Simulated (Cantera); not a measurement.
A closed system holds: 1 mol SiH₂Cl₂, a varied amount of H₂, equilibrated at 700 °C and 15000 Pa.

Equilibrium computed with Cantera from the NASA thermochemical tables; the gas is ideal and each condensed phase is pure. Candidate condensed phases: Si; 19 gas species. The tables' values for SiCl₃ are old estimates; treat these amounts as uncertain. Kinetics and transport are ignored.

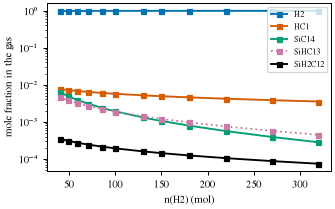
Figure: Equilibrium gas composition (values under 1e-9 drawn at 1e-9)

From 40 mol H₂ to 320 mol H₂ the condensed part is Si(s). The main Si-bearing gas is SiCl₄ at 40 mol H₂ and SiHCl₃ at 320 mol H₂. The share of Si in condensed phases is highest at 320 mol H₂ (73.1 %) and lowest at 40 mol H₂ (52.1 %).
